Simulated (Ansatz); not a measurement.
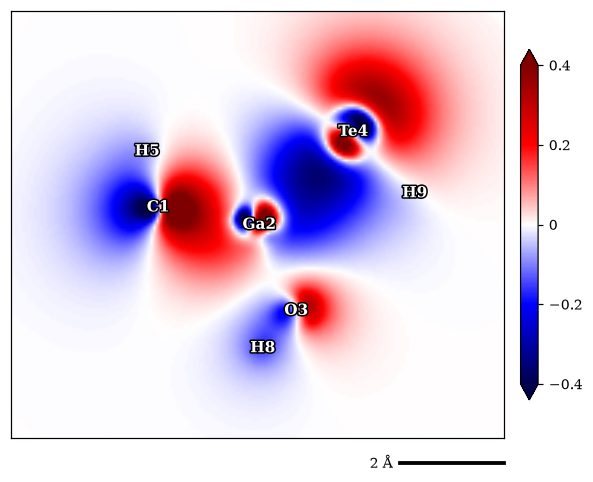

The picture shows: CH5GaOTe (SMILES [CH3][Ga]([OH])[TeH]). The HOMO−1 on the plane of atoms Ga2, O3 and H8 (values in Å⁻³ᐟ²; the overall sign is arbitrary).

Geometry: B3LYP-D3(BJ)/def2-SVP; core potentials replace the inner electrons of Te.

Computed with isolated molecule in a Gaussian basis; Kohn-Sham density functional theory, functional PBE0 (Ansatz 0.2.0).

Input file:

```
crystal:
  periodic: [false, false, false]
  atoms:
    - symbol: C
      position_ang: [-1.775315, -0.671774, -1.186552]
    - symbol: Ga
      position_ang: [-1.684512, 1.053480, -0.228250]
    - symbol: O
      position_ang: [-0.721426, 2.452482, -0.823282]
    - symbol: Te
      position_ang: [-2.872308, 1.596093, 1.953368]
    - symbol: H
      position_ang: [-2.436000, -1.377845, -0.663442]
    - symbol: H
      position_ang: [-2.158319, -0.515111, -2.207304]
    - symbol: H
      position_ang: [-0.768662, -1.113228, -1.257824]
    - symbol: H
      position_ang: [-0.249823, 2.299347, -1.652443]
    - symbol: H
      position_ang: [-2.218611, 3.133118, 1.934799]
basis:
  gaussian:
    orbitals: def2-TZVPD
hamiltonian:
  xc: {name: PBE0}
output: {forces: true, orbitals: {seedname: orbitals}}
```

Run with:

```sh
ansatz run input.yaml --threads 2 --pin off --max-ram 4350MiB --events-out events.jsonl --progress --plain --runs-dir runs
```

**Describe this orbital and give its energy.**

Its weight (Hirshfeld) is mainly on Te4 (about 50 %), Ga2 (about 20 %) and C1 (about 20 %). Its energy is −7.78 eV.
